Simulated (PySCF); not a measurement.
System (SMILES): FSF.
Geometry (B3LYP-D3(BJ)/def2-TZVP, fixed):
```
S
F 1 1.6052
F 1 1.6052 2 98.75
```
Charge 0, spin multiplicity 1.

Basis-set convergence of the mean static polarisability at HF with PySCF. All functions are spherical. Density fitting with generated auxiliary sets. No added dispersion term, no relativity. Reference: the value in aug-pcseg-3, 22.25 bohr³, itself unsure by roughly 0.5 % (its mean distance from aug-cc-pV(Q+d)Z, aug-pcseg-2, aug-cc-pV(T+d)Z). Deviations are taken from unrounded values. Cost is core time over that of def2-TZVP, rough, on shared machines of one kind; a dash marks a row that isn't timed (too short, read off another run, short of memory, by another algorithm or on other hardware).

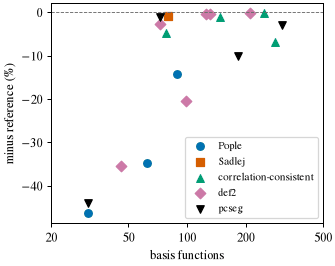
*Deviation from the reference against the number of basis functions, by family of sets.*

| basis | functions | mean static polarisability (bohr³) | minus reference (%) | cost |
|---|---|---|---|---|
| 3-21G | 31 | 11.93 | -46.4 | - |
| pcseg-0 | 31 | 12.47 | -44.0 | - |
| def2-SVP | 46 | 14.39 | -35.3 | - |
| 6-311G** | 62 | 14.52 | -34.7 | - |
| aug-pcseg-1 | 73 | 22.03 | -1.0 | - |
| def2-SVPD | 73 | 21.66 | -2.6 | - |
| aug-cc-pV(D+d)Z | 78 | 21.19 | -4.8 | - |
| Sadlej pVTZ | 80 | 22.08 | -0.8 | - |
| 6-311++G(2d,2p) | 89 | 19.09 | -14.2 | 0.6× |
| def2-TZVP | 99 | 17.70 | -20.4 | 1× |
| def2-TZVPD | 126 | 22.19 | -0.3 | 2× |
| def2-TZVPPD | 131 | 22.18 | -0.3 | 2× |
| aug-cc-pV(T+d)Z | 147 | 22.02 | -1.1 | 2× |
| pcseg-3 | 184 | 20.03 | -10.0 | 5× |
| def2-QZVPPD | 211 | 22.20 | -0.2 | 9× |
| aug-cc-pV(Q+d)Z | 249 | 22.21 | -0.2 | 10× |
| cc-pV(5+d)Z | 282 | 20.75 | -6.7 | 20× |
| pcseg-4 | 307 | 21.62 | -2.8 | 20× |
